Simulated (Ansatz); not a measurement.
# Cl2H4N2Ti: from a rough start to a minimum

The task is to find a stationary geometry of Cl2H4N2Ti, then compute its harmonic vibrations to see whether it is a minimum and to get the zero-point energy and entropy, and look at its orbitals and charge.

The runs use Ansatz 0.2.0, Gaussian basis; RKS PBE0-D4/def2-TZVP.

Levels to be run: relaxation at PBE-D4/def2-SVP; relaxation at PBE0-D4/def2-TZVP; harmonic vibrations at the same level; a single point in def2-TZVPP for the fields.

## (1) Where the work starts

SMILES `[NH2][Ti]([NH2])([Cl])[Cl]`, 9 atoms, charge 0, spin multiplicity 1.

Atoms are counted from 1 here; the program's logs count them from 0.

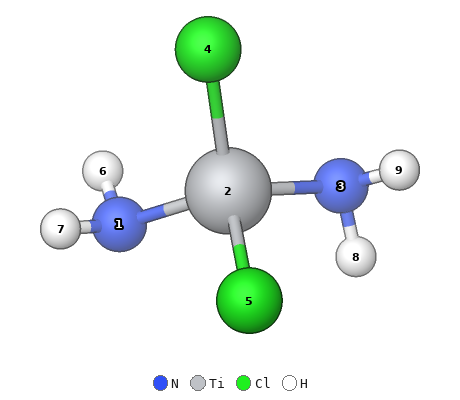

The starting geometry (nitrogen blue, titanium light grey, chlorine green, hydrogen white); atoms are numbered from 1 in the order of the file.

The start is a force-field geometry with small random shifts, so a cheaper pass at PBE-D4/def2-SVP comes first.

## (2) Relaxation at PBE-D4/def2-SVP (cheap first pass)

in.yaml

```yaml
crystal:
  periodic: [false, false, false]
  atoms:
    - {symbol: N, position_ang: [-1.220000, 1.210000, -0.390200]}
    - {symbol: Ti, position_ang: [0.255800, -0.116900, -0.357000]}
    - {symbol: N, position_ang: [0.364500, -0.920200, 1.511300]}
    - {symbol: Cl, position_ang: [-0.096200, -1.799800, -1.905400]}
    - {symbol: Cl, position_ang: [2.271300, 0.937300, -0.914200]}
    - {symbol: H, position_ang: [-2.155400, 0.732500, -0.283200]}
    - {symbol: H, position_ang: [-1.259100, 1.652500, -1.364600]}
    - {symbol: H, position_ang: [0.752600, -0.136300, 2.150800]}
    - {symbol: H, position_ang: [1.175000, -1.605400, 1.535400]}
basis:
  gaussian: {orbitals: def2-SVP}
hamiltonian: {xc: pbe, dispersion: d4}
relax: {f_tol: 0.03, max_steps: 200}
```

Launch:

```
ansatz run in.yaml --threads 4 --pin off --events-out ev --progress --plain --max-ram 10444MiB
```

The log of the run, shortened:

```text
Functional definition: PBE
  name "PBE"
  cite "Perdew, Burke & Ernzerhof, Phys. Rev. Lett. 77, 3865 (1996) doi:10.1103/PhysRevLett.77.3865"
  parent pbe
[...]
1346 factors; their error is unknown
[...]
mean field -51177.85991286 eV, -1880.7516621983 hartree, gradient 1.2e-5 eV, S^2 0.000000; 0 other end points of the search recorded, 0 dependent functions left out
[...]
reference -51177.86001746 eV, -1880.7516660424 hartree; 37, 37 occupied and 78, 78 virtual orbitals, 1346 factors
relax step   1: F+E_penalty+E_count = -51178.09672825 eV  Δ(F+E_penalty+E_count) = +0.000e0 eV  max|allowed force component| = 1.636e0 eV/Å  Δτ_max = 0.0000 Å  (49 SCF iters, accepted)
[...]
relax step   4: F+E_penalty+E_count = -51178.97110341 eV  Δ(F+E_penalty+E_count) = -7.584e-2 eV  max|allowed force component| = 3.063e-1 eV/Å  Δτ_max = 0.1141 Å  (40 SCF iters, accepted)
[...]
relax step   7: F+E_penalty+E_count = -51179.05396619 eV  Δ(F+E_penalty+E_count) = -8.583e-3 eV  max|allowed force component| = 1.649e-1 eV/Å  Δτ_max = 0.0910 Å  (32 SCF iters, accepted)
[...]
relax step  10: F+E_penalty+E_count = -51179.08824802 eV  Δ(F+E_penalty+E_count) = -1.339e-2 eV  max|allowed force component| = 6.657e-2 eV/Å  Δτ_max = 0.0974 Å  (30 SCF iters, accepted)
[...]
relax step  14: F+E_penalty+E_count = -51179.10061451 eV  Δ(F+E_penalty+E_count) = -6.622e-4 eV  max|allowed force component| = 3.034e-2 eV/Å  Δτ_max = 0.0522 Å  (32 SCF iters, accepted)
[...]
relax step  15: F+E_penalty+E_count = -51179.10071392 eV  Δ(F+E_penalty+E_count) = -9.941e-5 eV  max|allowed force component| = 6.330e-3 eV/Å  Δτ_max = 0.0123 Å  (33 SCF iters, accepted)
1346 factors; their error is unknown
mean field -51178.84168808 eV, -1880.7877417721 hartree, gradient 1.3e-5 eV, S^2 0.000000; 1 other end points of the search recorded, 0 dependent functions left out
[...]
reference -51178.84178927 eV, -1880.7877454907 hartree; 37, 37 occupied and 78, 78 virtual orbitals, 1346 factors
Total energy: -51179.10081511 eV, -1880.7972645149 hartree
Atom 0 at    -1.159648     0.886863    -0.531729 Å, force     0.006276    -0.002458    -0.004805 eV/Å
Atom 1 at     0.410991    -0.111031    -0.462483 Å, force     0.001967    -0.000455    -0.002861 eV/Å
Atom 2 at     0.516979    -0.722120     1.285621 Å, force    -0.001749     0.002040    -0.003436 eV/Å
Atom 3 at     0.236870    -1.829490    -1.857543 Å, force    -0.000143    -0.001624    -0.001498 eV/Å
Atom 4 at     2.130838     1.220692    -0.908444 Å, force     0.001622     0.001675    -0.000394 eV/Å
Atom 5 at    -1.822442     1.061525     0.228936 Å, force    -0.006330     0.003338     0.000093 eV/Å
Atom 6 at    -1.470088     1.349760    -1.395111 Å, force    -0.004984     0.002660     0.002241 eV/Å
Atom 7 at     1.048244    -0.254921     2.029663 Å, force     0.002952    -0.002207     0.005112 eV/Å
Atom 8 at     0.196755    -1.647579     1.593990 Å, force     0.000388    -0.002968     0.005548 eV/Å
Dipole moment:    -0.454276     0.096235     0.596889 e Å
```

It took 22 s on 4 threads of Arm Neoverse V2, shared host.

The steps of the relaxation: (the energy doesn't fall at every step)

```tsv
step	energy from step 1 (eV)	largest force component (eV/Å)
1	0.0000	1.6362
2	-0.6548	1.2567
3	-0.7985	0.6084
4	-0.8744	0.3063
5	-0.9376	0.3557
6	-0.9487	0.1211
7	-0.9572	0.1649
8	-0.9781	0.1201
9	-0.9426	1.2590
10	-0.9915	0.0666
11	-0.9985	0.0796
12	-1.0032	0.0471
13	-1.0007	0.1403
14	-1.0039	0.0303
15	-1.0040	0.0063
```

Distances of close pairs at the start and the end, largest changes first:

```tsv
bond	before (Å)	after (Å)	change (Å)
Ti2–N3	2.037	1.855	-0.182
N1–Ti2	1.985	1.862	-0.123
Ti2–Cl5	2.342	2.220	-0.121
Ti2–Cl4	2.314	2.220	-0.094
N3–H8	1.084	1.027	-0.057
N1–H7	1.071	1.028	-0.043
N3–H9	1.062	1.027	-0.035
N1–H6	1.056	1.024	-0.032
```

## (3) Geometry optimisation, PBE0-D4/def2-TZVP

in.yaml

```yaml
crystal:
  periodic: [false, false, false]
  atoms:
    - {symbol: N, position_ang: [-1.159648, 0.886863, -0.531729]}
    - {symbol: Ti, position_ang: [0.410991, -0.111031, -0.462483]}
    - {symbol: N, position_ang: [0.516979, -0.722120, 1.285621]}
    - {symbol: Cl, position_ang: [0.236870, -1.829490, -1.857543]}
    - {symbol: Cl, position_ang: [2.130838, 1.220692, -0.908444]}
    - {symbol: H, position_ang: [-1.822442, 1.061525, 0.228936]}
    - {symbol: H, position_ang: [-1.470088, 1.349760, -1.395111]}
    - {symbol: H, position_ang: [1.048244, -0.254921, 2.029663]}
    - {symbol: H, position_ang: [0.196755, -1.647579, 1.593990]}
basis:
  gaussian: {orbitals: def2-TZVP}
hamiltonian: {xc: pbe0, dispersion: d4}
relax: {f_tol: 0.005, max_steps: 150}
```

Launched as before.

The log of the run, shortened:

```text
Functional definition: PBE0
  name "PBE0"
  cite "Adamo & Barone, J. Chem. Phys. 110, 6158 (1999) doi:10.1063/1.478522"
  cite "Perdew, Burke & Ernzerhof, Phys. Rev. Lett. 77, 3865 (1996) doi:10.1103/PhysRevLett.77.3865"
  parent pbe
[...]
1488 factors; their error is unknown
[...]
mean field -51196.34058413 eV, -1881.4308143406 hartree, gradient 3.5e-5 eV, S^2 0.000000; 0 other end points of the search recorded, 0 dependent functions left out
[...]
reference -51196.34062051 eV, -1881.4308156777 hartree; 37, 37 occupied and 168, 168 virtual orbitals, 1488 factors
relax step   1: F+E_penalty+E_count = -51196.56475640 eV  Δ(F+E_penalty+E_count) = +0.000e0 eV  max|allowed force component| = 5.778e-1 eV/Å  Δτ_max = 0.0000 Å  (32 SCF iters, accepted)
[...]
Total energy: -51196.58801847 eV, -1881.4399073851 hartree
Atom 0 at    -1.162608     0.889365    -0.536167 Å, force    -0.000268     0.000354    -0.000122 eV/Å
Atom 1 at     0.401696    -0.106980    -0.455576 Å, force     0.003008    -0.001140    -0.002262 eV/Å
Atom 2 at     0.513173    -0.719601     1.287170 Å, force    -0.000441     0.000162    -0.000044 eV/Å
Atom 3 at     0.248037    -1.817297    -1.846946 Å, force     0.000251     0.001867     0.000514 eV/Å
Atom 4 at     2.123502     1.203675    -0.905382 Å, force    -0.001689    -0.001098    -0.000324 eV/Å
Atom 5 at    -1.808257     1.053650     0.221460 Å, force     0.000163    -0.000105     0.000128 eV/Å
Atom 6 at    -1.473737     1.347234    -1.383578 Å, force    -0.000822     0.000442    -0.000174 eV/Å
Atom 7 at     1.047987    -0.263353     2.014560 Å, force    -0.000230    -0.000524     0.001060 eV/Å
Atom 8 at     0.198706    -1.632994     1.587359 Å, force     0.000030     0.000042     0.001225 eV/Å
Dipole moment:    -0.450654     0.098836     0.580667 e Å
```

Wall time 26 s (4 threads of Arm Neoverse V2, shared host); peak memory 0.67 GiB.

Along the way:

```tsv
step	energy from step 1 (eV)	largest force component (eV/Å)
1	0.0000	0.5778
2	-0.0217	0.1774
3	-0.0231	0.0195
4	-0.0231	0.0169
5	-0.0232	0.0159
6	-0.0232	0.0030
```

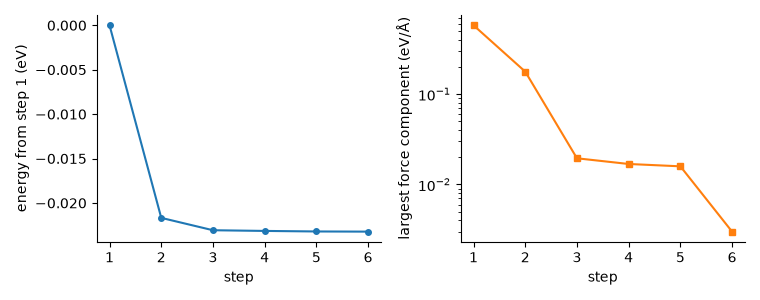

Energy and largest force along the relaxation.

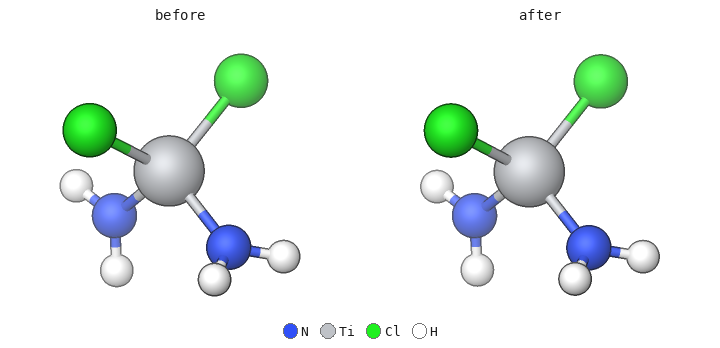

The geometry before (left) and after (right).

Distances of close pairs at the start and the end, largest changes first:

```tsv
bond	before (Å)	after (Å)	change (Å)
N1–H7	1.028	1.012	-0.015
N3–H8	1.027	1.012	-0.015
N3–H9	1.027	1.012	-0.015
N1–H6	1.024	1.009	-0.015
Ti2–Cl5	2.220	2.210	-0.010
Ti2–Cl4	2.220	2.210	-0.010
N1–Ti2	1.862	1.856	-0.006
Ti2–N3	1.855	1.851	-0.004
```

Mulliken charges of the relaxed molecule (report file):

```tsv
atom	value (e)
N1	-0.75
Ti2	1.26
N3	-0.77
Cl4	-0.38
Cl5	-0.38
H6	0.26
H7	0.25
H8	0.26
H9	0.26
```

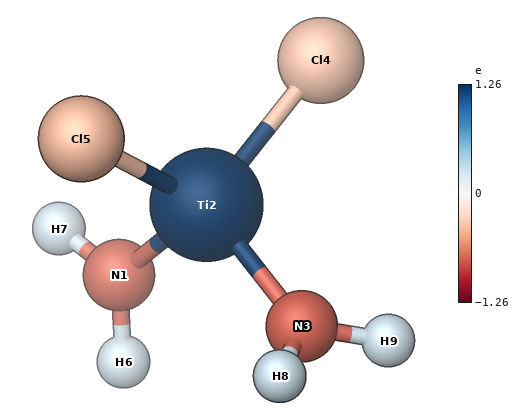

Mulliken charges of the relaxed molecule (report file), as colours on the atoms.

## (4) Vibrations by finite differences

in.yaml

```yaml
crystal:
  periodic: [false, false, false]
  atoms:
    - {symbol: N, position_ang: [-1.162608, 0.889365, -0.536167]}
    - {symbol: Ti, position_ang: [0.401696, -0.106980, -0.455576]}
    - {symbol: N, position_ang: [0.513173, -0.719601, 1.287170]}
    - {symbol: Cl, position_ang: [0.248037, -1.817297, -1.846946]}
    - {symbol: Cl, position_ang: [2.123502, 1.203675, -0.905382]}
    - {symbol: H, position_ang: [-1.808257, 1.053650, 0.221460]}
    - {symbol: H, position_ang: [-1.473737, 1.347234, -1.383578]}
    - {symbol: H, position_ang: [1.047987, -0.263353, 2.014560]}
    - {symbol: H, position_ang: [0.198706, -1.632994, 1.587359]}
basis:
  gaussian: {orbitals: def2-TZVP}
hamiltonian: {xc: pbe0, dispersion: d4}
phonons: {temperatures: {t_min: 298.15, t_max: 900, t_step: 200}}
```

The command is unchanged.

The log of the run, shortened:

```text
Functional definition: PBE0
  name "PBE0"
  cite "Adamo & Barone, J. Chem. Phys. 110, 6158 (1999) doi:10.1063/1.478522"
  cite "Perdew, Burke & Ernzerhof, Phys. Rev. Lett. 77, 3865 (1996) doi:10.1103/PhysRevLett.77.3865"
  parent pbe
[...]
1488 factors; their error is unknown
[...]
mean field -51196.36198490 eV, -1881.4316008044 hartree, gradient 3.6e-5 eV, S^2 0.000000; 0 other end points of the search recorded, 0 dependent functions left out
[...]
reference -51196.36202108 eV, -1881.4316021341 hartree; 37, 37 occupied and 168, 168 virtual orbitals, 1488 factors
[...]
1488 factors; their error is unknown
mean field -51196.36179524 eV, -1881.4315938347 hartree, gradient 1.3e-6 eV, S^2 0.000000; 0 other end points of the search recorded, 0 dependent functions left out
[...]
reference -51196.36183142 eV, -1881.4315951643 hartree; 37, 37 occupied and 168, 168 virtual orbitals, 1488 factors
[...]
Atom 1 at     0.401696    -0.106980    -0.455576 Å, force     0.002964    -0.001113    -0.002251 eV/Å
Atom 2 at     0.513173    -0.719601     1.287170 Å, force    -0.000453     0.000135    -0.000065 eV/Å
Atom 3 at     0.248037    -1.817297    -1.846946 Å, force     0.000257     0.001841     0.000504 eV/Å
Atom 4 at     2.123502     1.203675    -0.905382 Å, force    -0.001662    -0.001090    -0.000324 eV/Å
Atom 5 at    -1.808257     1.053650     0.221460 Å, force     0.000164    -0.000110     0.000139 eV/Å
Atom 6 at    -1.473737     1.347234    -1.383578 Å, force    -0.000823     0.000441    -0.000172 eV/Å
Atom 7 at     1.047987    -0.263353     2.014560 Å, force    -0.000216    -0.000511     0.001081 eV/Å
Atom 8 at     0.198706    -1.632994     1.587359 Å, force     0.000033     0.000053     0.001222 eV/Å
Dipole moment:    -0.450653     0.098834     0.580666 e Å
Vibrations: 108.18 111.27 153.01 168.63 199.52 207.90 328.63 408.36 438.02 449.70 454.64 547.33 550.12 739.34 750.31 1507.80 1520.38 3550.05 3556.43 3657.28 3671.11 cm⁻¹, zero-point energy 1.430654 eV
```

Wall time 2.6 min (4 threads of Arm Neoverse V2, shared host); peak memory 0.67 GiB.

Motions are named by where the mode's potential energy lies. The modes, unscaled (a negative number is an imaginary wavenumber):

```tsv
mode	cm⁻¹	motion
1	108	bend with torsion
2	111	bend with torsion
3	153	bend with torsion
4	169	torsion with bend
5	200	bend
6	208	torsion
7	329	torsion
8	408	Ti–Cl stretch
9	438	Ti–Cl stretch with bend
10	450	torsion
11	455	torsion with bend
12	547	bend
13	550	bend with Ti–Cl stretch
14	739	Ti–N stretch
15	750	Ti–N stretch
16	1508	bend
17	1520	bend
18	3550	N–H stretch
19	3556	N–H stretch
20	3657	N–H stretch
21	3671	N–H stretch
```

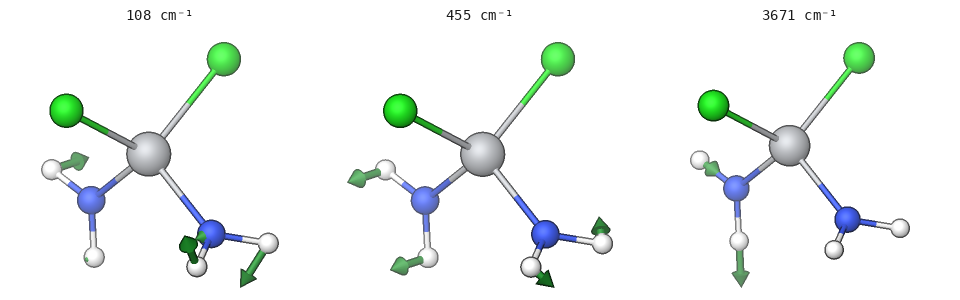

How the atoms move in 3 of the modes.

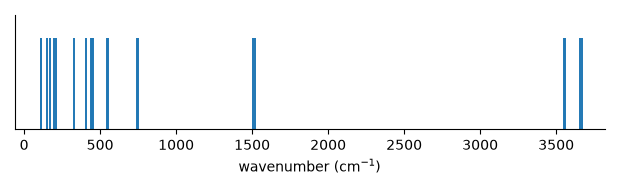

The harmonic wavenumbers as sticks (no intensities were computed).

Ideal gas, rigid rotor and harmonic oscillator at 298.15 K and 1 bar, with symmetry number 1:

```tsv
term	value
zero-point energy	138.0 kJ/mol
H(298) − E	163.3 kJ/mol
entropy, translation	171.4 J/(mol K)
entropy, rotation	119.4 J/(mol K)
entropy, vibration	92.4 J/(mol K)
entropy, total	383.2 J/(mol K)
```

## (5) Fields at the relaxed geometry

in.yaml, as its differences from that of step 4:

```diff
@@ -13,4 +13,4 @@
 basis:
-  gaussian: {orbitals: def2-TZVP}
+  gaussian: {orbitals: def2-TZVPP}
 hamiltonian: {xc: pbe0, dispersion: d4}
-phonons: {temperatures: {t_min: 298.15, t_max: 900, t_step: 200}}
+output: {orbitals: {seedname: orbitals}}
```

The command is unchanged.

The log of the run:

```text
Functional definition: PBE0
  name "PBE0"
  cite "Adamo & Barone, J. Chem. Phys. 110, 6158 (1999) doi:10.1063/1.478522"
  cite "Perdew, Burke & Ernzerhof, Phys. Rev. Lett. 77, 3865 (1996) doi:10.1103/PhysRevLett.77.3865"
  parent pbe
  parameter a = 0.25
  parameter kappa = 0.804
  parameter beta = 0.06672455060314922
  exchange = (1 - a)*pbe_x(kappa = kappa, mu = beta*pi^2/3) + a*exact_x
  correlation = pbe_c(beta = beta)
1708 factors; their error is unknown
mean field evaluation 1: about -51181.7376 eV, gradient 8.9e1 eV
mean field evaluation 2: about -51028.3361 eV, gradient 3.2e2 eV
mean field evaluation 4: about -51192.6544 eV, gradient 4.4e1 eV
mean field evaluation 8: about -51196.3310 eV, gradient 2.6e-1 eV
mean field evaluation 16: about -51196.5269 eV, gradient 1.8e-4 eV
mean field -51196.52692139 eV, -1881.4376621087 hartree, gradient 8.7e-5 eV, S^2 0.000000; 0 other end points of the search recorded, 0 dependent functions left out
reference -51196.52695774 eV, -1881.4376634445 hartree; 37, 37 occupied and 229, 229 virtual orbitals, 1708 factors
Total energy: -51196.75295641 eV, -1881.4459687426 hartree
```

Wall time 4.5 s (4 threads of Arm Neoverse V2, shared host); peak memory 0.89 GiB.

The fields below are evaluated on a grid from the run's orbitals.

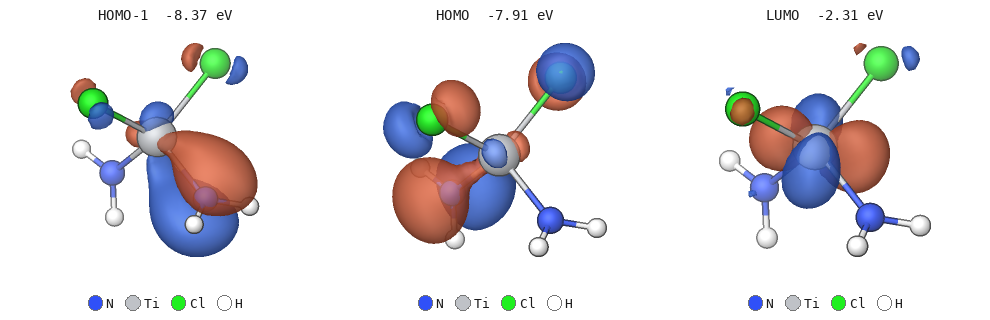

Frontier orbitals at PBE0-D4/def2-TZVPP; each surface holds 70 % of the orbital's density, blue and red mark the sign.

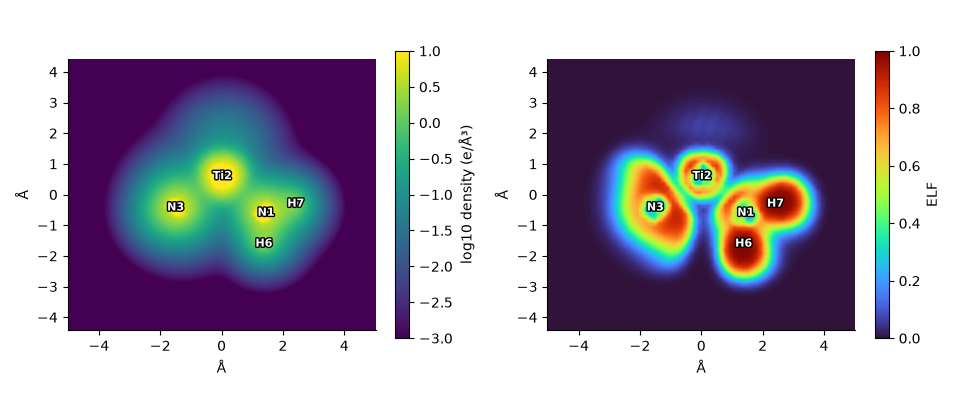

Density (left) and ELF (right) in a plane through or near 5 of the atoms.

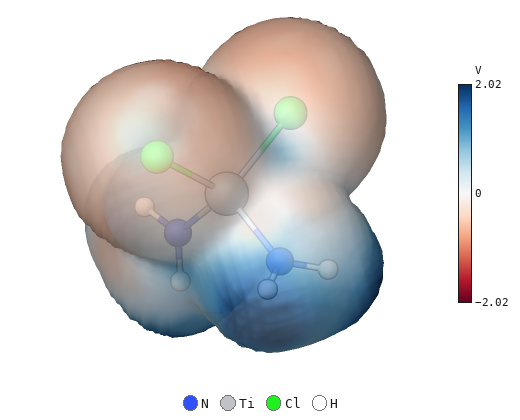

The potential that a unit positive charge feels on the 0.002 e/bohr³ surface, from -0.69 V near Cl5 to 2.02 V near H8.

## (6) Outcome

| quantity | value |
| --- | --- |
| point group | Cs |
| steps | 15 + 6 |
| shift from the start (rms) | 0.492 Å |
| total energy | -51196.5880 eV |
| dispersion term | -226 meV |
| dipole moment | 3.56 D |
| lowest, highest wavenumber | 108, 3671 cm⁻¹ |
| zero-point energy | 138.0 kJ/mol |
| entropy at 298.15 K | 383.2 J/(mol K) |
| HOMO, LUMO | -7.91, -2.31 eV |

**Reading.** The atoms moved 0.49 Å (rms) from the start; the bond that changed most is Ti2–N3, from 2.037 to 1.851 Å. No mode is imaginary: a true minimum at this level. The stiffest mode, 3671 cm⁻¹, is an N–H stretch, and 5 modes under 200 cm⁻¹ make the vibrational entropy uncertain. Harmonic hybrid wavenumbers usually lie a few per cent above measured fundamentals. The largest Mulliken charge, +1.26 e, sits on Ti2. The HOMO lies mostly on N1 52 %; Cl4, Cl5 about 14 % each and the LUMO on Ti2 76 %; Cl4, Cl5 about 6 % each.
